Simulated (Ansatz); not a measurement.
# CaSiS3 in R-3c, a phase reached by a soft mode: a soft mode frozen in

Wanted: the energy along a soft mode of CaSiS3 in R-3c, a phase reached by a soft mode and the structure at the end.

Method: DFT LDA, scalar-relativistic, plane waves, PAW; PAW set soft_1, in Ansatz 0.2.0.

The structure was built from a prototype and need not be the compound's stable phase.

## (1) Starting point

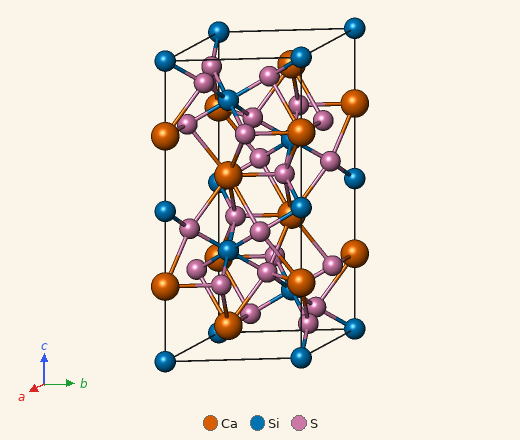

The cell as given, slightly off an axis (calcium orange, silicon blue, sulfur pink). This picture shows the conventional cell, with its axes. Bonds to atoms that aren't drawn are left out. Some periodic images of atoms are drawn too.

## (2) Linear response at the zone centre

This phase was reached earlier by freezing in an unstable mode of a structure of higher symmetry and relaxing. Its zone-centre modes can show that it is still unstable.

input.yaml reads:

```yaml
crystal:
  lattice:
    - [3.2503872302, 1.8766119423, 4.8869535632]
    - [-3.2503872302, 1.8766119423, 4.8869535632]
    - [0.0, -3.7532238846, 4.8869535632]
  atoms:
    - { symbol: Ca, position: [0.75, 0.75, 0.75] }
    - { symbol: Ca, position: [0.25, 0.25, 0.25] }
    - { symbol: Si, position: [0.5, 0.5, 0.5] }
    - { symbol: Si, position: [0.0, 0.0, 0.0] }
    - { symbol: S, position: [0.1621770971, 0.75, 0.3378229029] }
    - { symbol: S, position: [0.8378229029, 0.25, 0.6621770971] }
    - { symbol: S, position: [0.3378229029, 0.1621770971, 0.75] }
    - { symbol: S, position: [0.6621770971, 0.8378229029, 0.25] }
    - { symbol: S, position: [0.75, 0.3378229029, 0.1621770971] }
    - { symbol: S, position: [0.25, 0.6621770971, 0.8378229029] }
kpoints:
  mp_grid: { grid: [6, 6, 6] }
hamiltonian:
  xc: lda
  pseudopotentials: { kind: paw, azcp: { folder: soft_1 }, xc_functional: pbe }
scf:
  occupations: { method: fixed }
output:
  eigenvalues: true
phonons:
  method: dfpt
  dielectric: true
  rigid_motions: translations
```

Started as:

```bash
ansatz run input.yaml --threads 4 --pin off --max-ram 16384MiB --backend cpu --events-out ev --progress --plain --runs-dir out
```

Numbers of over 12 decimals in the logs are rounded to 6 here.

What it wrote:

```text
Engine: ansatz 0.2.0, aarch64-unknown-linux-gnu
Pseudopotentials: kind: paw
Pseudopotential: Ca, paw, valence charge 10, recommended cutoff 420 eV (normal), soft_1/Ca.paw.azcp
Pseudopotential: Si, paw, valence charge 4, recommended cutoff 420 eV (normal), soft_1/Si.paw.azcp
Pseudopotential: S, paw, valence charge 6, recommended cutoff 420 eV (normal), soft_1/S.paw.azcp
Functional definition: SPW92
  exchange = slater_x
  correlation = pw_c
Crystal: 10 atoms, lattice volume = 178.854 Å³
Basis set: ecut = 420 eV, 3497 PW (Γ), exchange–correlation on 96×96×96 points (8 copies of the dense FFT grid, shifted against one another)
Bands: 42, of which v1, the nominal top of the filled ones, is band 32 counted from 1 (31 counted from 0)
Symmetry: 12 space group operations
k-points: 112 of 216 (irreducible under 1 space group operation, time reversal used)
Non-local potential: Ca, projectors of the file, l = 0: 3, l = 1: 2, l = 2: 2
Non-local potential: Si, projectors of the file, l = 0: 2, l = 1: 2, l = 2: 1
Non-local potential: S, projectors of the file, l = 0: 2, l = 1: 2, l = 2: 1
PAW form: soft (Blöchl's): semilocal exchange-correlation on the pseudo side does not see the compensation charge
PAW frozen core: Ca, regenerated for the run's functional, and the local potential with it (the file was generated under x = pbe(κ = 0.804, μ = 0.219515), c = pbe(β = 0.066725))
PAW frozen core: Si, regenerated for the run's functional, and the local potential with it (the file was generated under x = pbe(κ = 0.804, μ = 0.219515), c = pbe(β = 0.066725))
PAW frozen core: S, regenerated for the run's functional, and the local potential with it (the file was generated under x = pbe(κ = 0.804, μ = 0.219515), c = pbe(β = 0.066725))
PAW one-centre angular grid: Ca, 110 points (default); XC on 64 Gauss nodes
PAW one-centre angular grid: Si, 110 points (default); XC on 64 Gauss nodes
PAW one-centre angular grid: S, 110 points (default); XC on 64 Gauss nodes
Initial density: superposition of atomic densities (chi_scale 0.1, normalization cell, long waves kept (reshape's long-wave potential 0.00 eV rms))
Initial wavefunctions: pseudopotential atomic-orbital guess
Functional: x = slater, c = lda
SCF iter   1: F=—  HF=-9994.174060 eV  |F-HF|=—  |Δ(HF+E_count)|=         —  Δρ=5.48e-2  dr2=1.25e1  ethr=3.10e-3  ⟨swp⟩=7.7  Hψ=23014  notcnv=0  defer=779
preconditioner: auto → Resta (q_TF=auto, 2.299 Å⁻¹)  ε∞=6.4  [insulator: Δε(μ)=0.396 eV  Ē_g=8.246 eV  n_scr=32 (ndim 8)  ℏωp=19.2 eV  f_vac=0.000  ε∞_Penn≈6.4]
SCF iter   2: F=—  HF=-9990.882593 eV  |F-HF|=—  |Δ(HF+E_count)|=    3.29e0  Δρ=2.25e-2  dr2=1.85e0  ethr=3.10e-3  ⟨swp⟩=4.9  Hψ=11857  notcnv=0  defer=848
SCF iter   3: F=—  HF=-9990.320119 eV  |F-HF|=—  |Δ(HF+E_count)|=   5.62e-1  Δρ=6.75e-3  dr2=1.18e-1  ethr=2.89e-3  ⟨swp⟩=3.1  Hψ=8459  notcnv=0  defer=886
SCF iter   4: F=—  HF=-9990.282183 eV  |F-HF|=—  |Δ(HF+E_count)|=   3.79e-2  Δρ=1.93e-3  dr2=8.61e-3  ethr=1.84e-4  ⟨swp⟩=3.3  Hψ=7567  notcnv=0  defer=896
SCF iter   5: F=—  HF=-9990.280450 eV  |F-HF|=—  |Δ(HF+E_count)|=   1.73e-3  Δρ=4.78e-4  dr2=4.13e-4  ethr=1.34e-5  ⟨swp⟩=3.3  Hψ=8495  notcnv=0  defer=896
SCF iter   6: F=—  HF=-9990.280425 eV  |F-HF|=—  |Δ(HF+E_count)|=   2.54e-5  Δρ=7.99e-5  dr2=1.15e-5  ethr=6.45e-7  ⟨swp⟩=2.3  Hψ=7449  notcnv=0  defer=896
SCF iter   7: F=—  HF=-9990.280425 eV  |F-HF|=—  |Δ(HF+E_count)|=   2.78e-9  Δρ=1.83e-5  dr2=5.94e-7  ethr=1.80e-8  ⟨swp⟩=2.2  Hψ=7380  notcnv=0  defer=893
SCF iter   8: F=—  HF=-9990.280514 eV  |F-HF|=—  |Δ(HF+E_count)|=   8.91e-5  Δρ=3.84e-6  dr2=1.84e-8  ethr=9.27e-10  ⟨swp⟩=2.3  Hψ=7985  notcnv=0  defer=889
SCF iter   9: F=—  HF=-9990.280514 eV  |F-HF|=—  |Δ(HF+E_count)|=   3.09e-9  Δρ=6.24e-7  dr2=7.68e-10  ethr=2.87e-11  ⟨swp⟩=2.1  Hψ=7741  notcnv=0  defer=888
SCF iter  10: F=-9990.280514 eV  HF=-9990.280514 eV  |F-HF|=7.28e-12  |Δ(HF+E_count)|=  5.82e-11  Δρ=9.98e-8  dr2=1.91e-11  ethr=1.00e-12  ⟨swp⟩=22.4  Hψ=44626  notcnv=0
SCF 1 converged in 10 iterations: F = -9990.280514 eV  dr2 = 1.91e-11
  greatest PAW one-centre occupation: 0.996 electrons in one spin orbital (limit 2), on the Ca atom at site 1 (counted from 0), in its partial waves of l = 0
NSCF: frozen V_eff on 6 k-points
DFPT response loops at Γ: preconditioner auto → Resta (q_TF=auto, 2.299 Å⁻¹)  ε∞=10.6 (no band partly filled); β = 1.00, the filter's whole step (`scf.mixing.beta` (0.50) is not read by the response loops at its default; to damp them type it under 1.00, their step now; it binds the ground state too); Broyden in place of MSR1
── the response to a field inside a basis, on 8×8×8 k-points: an SCF that follows is theirs, and a resumed run solves both again ──
Bands: 33, of which v1, the nominal top of the filled ones, is band 32 counted from 1 (31 counted from 0)
k-points: 60 of 512
Initial density: handed on by an earlier stage of this run
Initial wavefunctions: pseudopotential atomic-orbital guess (no wavefunctions were taken with the density)
Eigensolver: Dense (60 Hₖ)
SCF iter   1: F=—  HF=-9990.215331 eV  |F-HF|=—  |Δ(HF+E_count)|=         —  Δρ=1.56e-4  dr2=1.66e-5  ethr=1.00e-1
preconditioner: auto → Resta (q_TF=auto, 2.299 Å⁻¹)  ε∞=5.9  [insulator: Δε(μ)=0.588 eV  Ē_g=9.741 eV  n_scr=32 (ndim 8)  ℏωp=21.5 eV  f_vac=0.000  ε∞_Penn≈5.9]
SCF iter   2: F=—  HF=-9990.215332 eV  |F-HF|=—  |Δ(HF+E_count)|=   1.62e-6  Δρ=8.72e-5  dr2=5.76e-6  ethr=2.59e-8
SCF iter   3: F=-9990.215333 eV  HF=-9990.215333 eV  |F-HF|=5.85e-9  |Δ(HF+E_count)|=   9.04e-7  Δρ=5.72e-6  dr2=6.33e-8  ethr=9.00e-9
SCF 1 converged in 3 iterations: F = -9990.215333 eV  dr2 = 6.33e-8
  greatest PAW one-centre occupation: 0.995 electrons in one spin orbital (limit 2), on the Ca atom at site 0 (counted from 0), in its partial waves of l = 0
DFPT response loops at Γ: preconditioner auto → Resta (q_TF=auto, 2.299 Å⁻¹)  ε∞=10.1 (no band partly filled); β = 1.00, the filter's whole step (`scf.mixing.beta` (0.50) is not read by the response loops at its default; to damp them type it under 1.00, their step now; it binds the ground state too); Broyden in place of MSR1
WARN: field response: ε∞ stands inside a basis, on 8×8×8 points; the force constants stand on the 6×6×6 k-mesh, whose period is 13.03 times the interband length at k = (0.0000, 0.0000, 0.0000), direct gap 0.647 eV, under 14: take them and everything formed from them as unconverged, and compare with a denser kpoints.mp_grid
SCF converged after 10 iterations
Free energy (F): -9990.280514 eV
Harris-Foulkes:  -9990.280514 eV  (|F-HF|=7.28e-12)
Internal energy: -9990.280514 eV  (E = F + TS)
E sigma→0 (E₀):  -9990.280514 eV
Fermi energy:    8.185440 eV
--- Per-component energies (eV) ---
  E_band       = -166.155374
  E_kinetic    = 1244.129330
  E_local      = -1943.525684  (includes V_loc(G=0)·N_el)
  E_nonlocal   = 443.244004
  E_hartree    = 611.805183
  E_xc         = -902.399367
  E_vxc        = -921.276471  (∫ρ·V_xc dr)
  E_paw        = -6076.725019  (= ΣΔE_a)
  E_vpaw       = -212.336987  (= ΣTr[D̂ρ^β])
  E_aug_tail   = 0.000060  (compensation charges beyond the density's cutoff)
  E_ewald      = -3368.463200
  E_core_change = 1.654180  (= ΣΔE_core)
  E_smearing   = -0.000000  (= −TS)
  E_closure    = 0.000000  (closes the sum)
  Σ components = -9990.280514   (vs F -9990.280514, Δ=0.00e0)
--- Band table (eV; the first three rows and the last of 112) ---
  k-point 0: bands = [... 28 lower, 7.2085, 7.5983, 7.5983, 8.1854, 8.8329, 10.4992, 11.1724, 11.1724, ... 6 higher]
  k-point 1: bands = [... 28 lower, 7.1528, 7.6809, 7.7012, 8.0297, 8.8160, 10.5851, 10.9316, 11.1491, ... 6 higher]
  k-point 2: bands = [... 28 lower, 7.0170, 7.4179, 7.7864, 7.9067, 8.8042, 9.7999, 11.4019, 11.5681, ... 6 higher]
  k-point 111: bands = [... 28 lower, 6.8252, 6.8252, 6.8252, 6.8252, 9.2208, 9.2208, 12.0205, 12.0205, ... 6 higher]
--- Phonons (Γ-DFPT): 6 representative perturbations + reference, on 112 of 216 k-points (Σ response iterations 18) ---
  k mesh reduced under 1 symmetry operation, with k and −k counted as one. Each operation leaves every solved perturbation unchanged. A smaller set is not considered because the run solves the response to a homogeneous field
  ASR residual: 9.868e-5 → 0.000e0 eV/Å²; symmetrization residual: 5.836e-6 eV/Å²
  ASR residual per site (eV/Å²): 9.87e-5 9.87e-5 1.47e-5 1.47e-5 5.64e-5 5.64e-5 6.04e-5 6.04e-5 5.64e-5 5.64e-5
  Γ frequencies (cm⁻¹): -76.91 -76.91 -70.23 0.00 0.00 0.00 37.74 82.67 82.67 126.22 131.22 131.22 132.08 169.40 169.40 241.22 252.37 252.37 265.69 265.69 277.31 291.74 328.65 328.65 363.79 367.30 367.43 367.43 385.22 385.22
  ε∞ (high-frequency dielectric tensor):
       11.131594     0.000000     0.000000
       -0.000000    11.131594    -0.000000
        0.000000    -0.000000    15.671159
  softest optical mode at Γ: -76.91 cm⁻¹; the repairs (sum rule, projections) moved no ω² at Γ by more than (1.55 cm⁻¹)²
  Born effective charges Z* (e; rows j = field, columns β = displacement):
    site 0:
         2.62356   -0.00000   -0.00000
        -0.00000    2.62356   -0.00000
        -0.00000   -0.00000    2.46547
    site 1:
         2.62356   -0.00000   -0.00000
        -0.00000    2.62356   -0.00000
         0.00000   -0.00000    2.46547
    site 2:
         4.84037    1.29435    0.00000
        -1.29435    4.84037    0.00000
         0.00000    0.00000    4.22269
    site 3:
         4.84037   -1.29435   -0.00000
         1.29435    4.84037   -0.00000
        -0.00000    0.00000    4.22269
    site 4:
        -2.52326    0.06112   -0.39861
         0.06112   -2.45269    0.23014
        -0.82282    0.47505   -2.22939
    site 5:
        -2.52326    0.06112   -0.39861
         0.06112   -2.45269    0.23014
        -0.82282    0.47505   -2.22939
    site 6:
        -2.41740   -0.00000    0.00000
         0.00000   -2.55855   -0.46027
        -0.00000   -0.95011   -2.22939
    site 7:
        -2.41740   -0.00000   -0.00000
         0.00000   -2.55855   -0.46027
         0.00000   -0.95011   -2.22939
    site 8:
        -2.52326   -0.06112    0.39861
        -0.06112   -2.45269    0.23014
         0.82282    0.47505   -2.22939
    site 9:
        -2.52326   -0.06112    0.39861
        -0.06112   -2.45269    0.23014
         0.82282    0.47505   -2.22939
  Z* charge neutrality: 9.006e-3 e pre-enforcement
  solved inside a basis spanned on kpoints, on 8×8×8 k-points, its susceptibility summed on 10×10×10: ε∞ is read to err by 7.7e-2, Z* by 4.1e-2 e (field_mesh: kpoints solves on kpoints); Z* is corrected for what the basis lacks
  optical modes at Γ without the LO–TO term, one row a degenerate level:
      ω (cm⁻¹)  modes    IR ((D/Å)²/amu)
        -76.91      2            28.4178
        -70.23      1            26.6973
         37.74      1             0.0000
         82.67      2             0.0000
        126.22      1             6.6784
        131.22      2            24.9523
        132.08      1             0.0000
[...]
optical modes at Γ + LO–TO along q̂ = [1.0000, 0.0000, 0.0000]:
      ω (cm⁻¹)  modes    IR ((D/Å)²/amu)
[...]
optical modes at Γ + LO–TO along q̂ = [0.0000, 1.0000, 0.0000]:
      ω (cm⁻¹)  modes    IR ((D/Å)²/amu)
[...]
optical modes at Γ + LO–TO along q̂ = [0.0000, 0.0000, 1.0000]:
      ω (cm⁻¹)  modes    IR ((D/Å)²/amu)
[...]
152.85      1            10.5214
        169.40      2             0.0000
        241.22      1             0.0000
        252.37      2             0.0000
        265.69      2            72.4292
        291.74      1             0.0000
        324.44      1            45.2109
        328.65      2             0.0000
        363.79      1             0.0000
        367.30      1             0.0000
        367.43      2            20.1652
        385.22      2             6.7845
```

Run time: 4.8 min. Hardware: 4 threads of Arm Neoverse V1, shared host; peak memory 3.2 GiB; 19 min of CPU time.

This step gave:

- gap on the k-mesh: 0.5368 eV
- volume per atom: 17.89 Å³
- sum-rule residual before enforcement: 9.87e-5 eV/Å²
- miss of the charge sum rule: 0.009006 e
- estimated error of the dielectric tensor: 0.07654
- estimated error of the Born charges: 0.04126 e
- point group: -3m
- highest optical mode at the zone centre (no LO-TO term): 385.2 cm⁻¹
- lowest optical zone-centre mode: -76.91 cm⁻¹
- mean high-frequency dielectric constant: 12.64
- largest Born charge (third of the trace): 4.635 e
- top of the zone-centre spectrum with the field: 414.8 cm⁻¹

Patterns of degenerate modes are one choice out of their space. Modes at Γ, with each element's share of the kinetic energy (negative means imaginary):

```tsv
mode	frequency (cm⁻¹)	symmetry	Ca %	Si %	S %
1	-76.9	Eu	4	11	85
2	-76.9	Eu	4	11	85
3	-70.2	A2u	53	4	42
4	0.0	acoustic	24	17	59
5	0.0	acoustic	24	17	59
6	0.0	acoustic	24	17	59
7	37.7	A2g	100	0	0
8	82.7	Eg	11	0	89
9	82.7	Eg	11	0	89
10	126.2	A2u	22	59	19
11	131.2	Eu	25	59	17
12	131.2	Eu	25	59	17
13	132.1	A2g	0	0	100
14	169.4	Eg	67	0	33
15	169.4	Eg	67	0	33
16	241.2	A1g	0	0	100
17	252.4	Eg	4	0	96
18	252.4	Eg	4	0	96
19	265.7	Eu	42	17	41
20	265.7	Eu	42	17	41
21	277.3	A2u	0	20	80
22	291.7	A1u	0	9	91
23	328.6	Eg	18	0	82
24	328.6	Eg	18	0	82
25	363.8	A1u	0	91	9
26	367.3	A2g	0	0	100
27	367.4	Eu	2	30	69
28	367.4	Eu	2	30	69
29	385.2	Eu	3	67	30
30	385.2	Eu	3	67	30
```

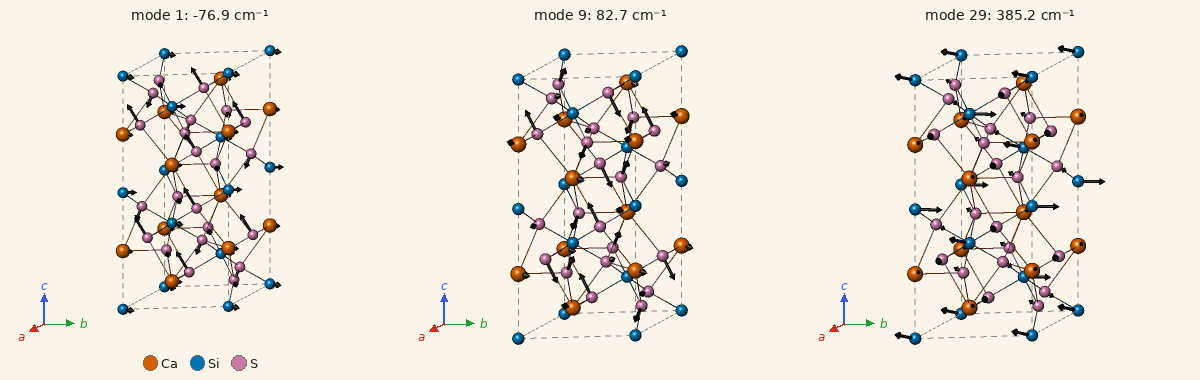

Displacement patterns of modes 1, 9 and 29 at Γ; arrows are exaggerated. Bonds to atoms that aren't drawn are left out. Some periodic images of atoms are drawn too.

Before it was imposed, the acoustic sum rule was missed by 9.9e-5 eV/Å² and the charge sum rule by 0.0090 e. Small misses are needed for a sound result but don't prove that mesh and cutoff are converged. The lowest optical mode is imaginary, 76.9i cm⁻¹, so the energy falls along it.

The log warns of the k mesh: “the force constants stand on the 6×6×6 k-mesh, whose period is 13.03 times the interband length at k = (0.0000, 0.0000, 0.0000), direct gap 0.647 eV, under 14: take them and everything formed from them as unconverged”.

## (3) The mode frozen in, largest atomic shift 0 Å

The mode followed lies at Γ with frequency 76.9i cm⁻¹ and is 2-fold degenerate, the softest among the wavevectors solved. At small amplitude the distorted cell has space group no. 9 by a symmetry search on the positions. The undistorted cell that holds it gives the zero of energy on the same k mesh.

Edit input.yaml of step 2 so:

```diff
@@ -22,8 +22,6 @@
 scf:
-  occupations: { method: fixed }
+  occupations: { method: gaussian, width: 0.02 }
 output:
+  forces: true
+  stress: true
   eigenvalues: true
-phonons:
-  method: dfpt
-  dielectric: true
-  rigid_motions: translations
```

What it wrote:

```text
[...]
Crystal: 10 atoms, lattice volume = 178.854 Å³
Basis set: ecut = 420 eV, 3497 PW (Γ)
Bands: 42, of which v1, the nominal top of the filled ones, is band 32 counted from 1 (31 counted from 0)
Symmetry: 12 space group operations
[...]
k-points: 32 of 216
[...]
k-point 0: bands = [... 28 lower, 7.2085, 7.5983, 7.5983, 8.1854, 8.8329, 10.4992, 11.1725, 11.1725, ... 5 higher]
  k-point 1: bands = [... 28 lower, 7.1528, 7.6809, 7.7012, 8.0297, 8.8160, 10.5851, 10.9316, 11.1491, ... 5 higher]
  k-point 2: bands = [... 28 lower, 7.0170, 7.4179, 7.7864, 7.9067, 8.8042, 9.7999, 11.4019, 11.5681, ... 5 higher]
  k-point 31: bands = [... 28 lower, 6.8252, 6.8252, 6.8252, 6.8252, 9.2208, 9.2208, 12.0205, 12.0205, ... 5 higher]
[key lines of the parts left out:]
SCF converged after 8 iterations
Free energy (F): -9990.280513 eV
Fermi energy:    8.453192 eV
P = ⅓ Tr σ = 0.0035 GPa (0.035 kbar)
```

Wall time 4.6 s (4 threads); peak memory 0.56 GiB.

This step gave:

```
pressure                         : 0.003502 GPa
gap on the k-mesh                : 0.5369 eV
energy from the undistorted cell : 0 meV/atom
```

At this level the gap is 0.54 eV on the k-mesh of the self-consistent run, which can miss the band edges.

## (4) The mode frozen in, largest atomic shift 0.22 Å

The atoms are moved along the unstable eigenvector, the largest shift by 0.22 Å, with the cell fixed.

input.yaml, the sections that differ from step 3:

```yaml
crystal:
  lattice:
    - [3.2503872302, 1.8766119423, 4.8869535632]
    - [-3.2503872302, 1.8766119423, 4.8869535632]
    - [0.0, -3.7532238846, 4.8869535632]
  atoms:
    - { symbol: Ca, position: [0.7594460531, 0.7452769734, 0.7452769734] }
    - { symbol: Ca, position: [0.2594460531, 0.2452769734, 0.2452769734] }
    - { symbol: Si, position: [0.5172607945, 0.4966840098, 0.4860551957] }
    - { symbol: Si, position: [0.0172607945, -0.0139448043, -0.0033159902] }
    - { symbol: S, position: [0.1661063948, 0.7673938693, 0.3348926837] }
    - { symbol: S, position: [0.8417522006, 0.2673938693, 0.6592468778] }
    - { symbol: S, position: [0.3417522006, 0.1592468778, 0.7673938693] }
    - { symbol: S, position: [0.6661063948, 0.8348926837, 0.2673938693] }
    - { symbol: S, position: [0.7152122614, 0.3368238245, 0.1611780186] }
    - { symbol: S, position: [0.2152122614, 0.6611780186, 0.8368238245] }
# kpoints, hamiltonian, scf, output: as in step 3
```

What it wrote:

```text
[...]
Crystal: 10 atoms, lattice volume = 178.854 Å³
Basis set: ecut = 420 eV, 3497 PW (Γ)
Bands: 42, of which v1, the nominal top of the filled ones, is band 32 counted from 1 (31 counted from 0)
Symmetry: 2 space group operations
[...]
k-points: 68 of 216 (time reversal used)
[...]
k-point 0: bands = [... 28 lower, 7.2041, 7.4558, 7.5923, 8.0236, 8.9450, 10.6573, 11.1673, 11.2144, ... 5 higher]
  k-point 1: bands = [... 28 lower, 7.2155, 7.4728, 7.6545, 7.9376, 8.9096, 10.6118, 10.9482, 11.2499, ... 5 higher]
  k-point 2: bands = [... 28 lower, 7.0308, 7.3405, 7.6324, 7.9028, 8.8466, 9.8211, 11.2984, 11.6182, ... 5 higher]
  k-point 67: bands = [... 28 lower, 6.8297, 6.8297, 6.8608, 6.8608, 9.1762, 9.1762, 11.9418, 11.9418, ... 5 higher]
[key lines of the parts left out:]
SCF converged after 9 iterations
Free energy (F): -9990.311885 eV
Fermi energy:    8.394327 eV
P = ⅓ Tr σ = 0.5422 GPa (5.422 kbar)
```

It took 15 s on 4 threads; peak memory 0.67 GiB.

Numbers from this step:

```
pressure                         : 0.5422 GPa
gap on the k-mesh                : 0.7423 eV
energy from the undistorted cell : -3.137 meV/atom
```

The energy, extrapolated to zero smearing, is -3.14 meV/atom against the undistorted cell.

The run ends at a pressure of 0.54 GPa, with forces up to 0.076 eV/Å.

(Continued in part 2 of 3.)

[Logs are printed without paths, hosts, clocks, repeated set-up lines and the standing remarks that a program may print on its own settings, such as how far it seeks lower states.]

[Hosts, paths, dates, database ids (printed as entryN), source tags and the programs' standing remarks are cut or masked in the printed files.]
